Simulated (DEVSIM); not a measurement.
System: double heterostructure, GaAs between p- and n-type Al0.25Ga0.75As, at 400 K.

```
layer (left to right)        material  thickness (μm)  Nd (cm⁻³)  Na (cm⁻³)   τn (s)   τp (s)
---------------------  --------------  --------------  ---------  ---------  -------  -------
1                      Al0.25Ga0.75As          0.0700     4.8e17          -  3.8e-10  3.8e-10
2                                GaAs           0.110          -     2.3e14  3.8e-10  3.8e-10
3                      Al0.25Ga0.75As           0.580          -     1.1e18  3.8e-10  3.8e-10
```

Left contact: ohmic. Right contact: ohmic. Voltage is applied to the left contact. Recombination: SRH at mid-gap, radiative, Auger. Mobility is μmin + (μ − μmin)/(1 + (N/Nref)^α).

This is a model device: material constants are rounded textbook-type values typed into the input, and sizes, dopings and lifetimes were drawn at random. Values at 300 K; Nc and Nv go as T^1.5, mobilities as T to minus their exponent, the gap by Varshni's rule with the affinity fixed.

```tsv
parameter	Al0.25Ga0.75As	GaAs
gap (eV)	1.7357	1.424
affinity (eV)	3.8725	4.07
permittivity	12.19	12.9
Nc (cm⁻³)	6.5e17	4.7e17
Nv (cm⁻³)	9e18	9e18
μn (cm²/Vs)	4375	8500
μp (cm²/Vs)	221	400
μn,min	500	500
μp,min	20	20
Nref,n	6e16	6e16
Nref,p	1.5e17	1.5e17
αn	0.39	0.39
αp	0.38	0.38
T exponent of μn	2.1	2.1
T exponent of μp	2.2	2.2
B (cm³/s)	2e-10	2e-10
Cn (cm⁶/s)	1e-30	1e-30
Cp (cm⁶/s)	1e-30	1e-30
Varshni α (eV/K)	0.000541	0.000541
Varshni β (K)	204	204
```

Simulated with DEVSIM: 1D drift-diffusion, Boltzmann statistics, complete ionisation; no tunnelling, impact ionisation, image-force lowering or self-heating. Band offsets follow the typed affinities; no thermionic-emission limit at abrupt steps, no polarisation charge.

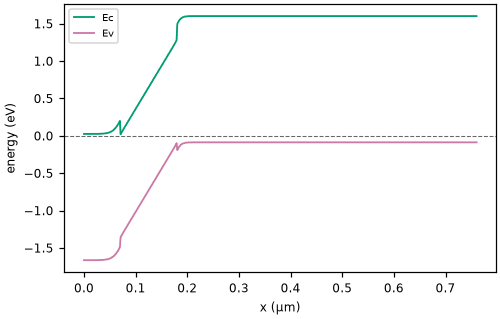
Band edges at zero bias

Energies count from the Fermi level of the right contact; mesh points crowd at the junctions.

```
x (μm)    Ec (eV)  Ev (eV)  n (cm⁻³)  p (cm⁻³)  field (V/cm)
--------  -------  -------  --------  --------  ------------
0.000       0.025   -1.664    4.8e17     < 1e2            52
0.005698    0.025   -1.664    4.8e17     < 1e2            71
0.01641     0.026   -1.663    4.8e17     < 1e2           280
0.03775     0.029   -1.660    4.3e17     < 1e2          5700
0.06040     0.100   -1.589    5.5e16     < 1e2         79000
0.06807     0.180   -1.509    5.4e15     < 1e2        130000
0.07238     0.040   -1.337    2.3e17       200        120000
0.08562     0.195   -1.182    2.5e15     18000        120000
0.1071      0.442   -0.935    2.0e12     2.3e7        110000
0.1437      0.863   -0.514   9700000    4.6e12        110000
0.1655      1.113   -0.264      6800    6.5e15        120000
0.1778      1.259   -0.119       100    4.4e17        130000
0.1821      1.519   -0.170     < 1e2    1.0e17        130000
0.1908      1.584   -0.105     < 1e2    6.7e17         35000
0.2195      1.602   -0.087     < 1e2    1.1e18            81
0.2742      1.602   -0.087     < 1e2    1.1e18           ≈ 0
0.3962      1.602   -0.087     < 1e2    1.1e18           ≈ 0
0.5752      1.602   -0.087     < 1e2    1.1e18           ≈ 0
0.6981      1.602   -0.087     < 1e2    1.1e18           ≈ 0
0.7349      1.602   -0.087     < 1e2    1.1e18           ≈ 0
0.7515      1.602   -0.087     < 1e2    1.1e18           ≈ 0
0.7600      1.602   -0.087     < 1e2    1.1e18           ≈ 0
```
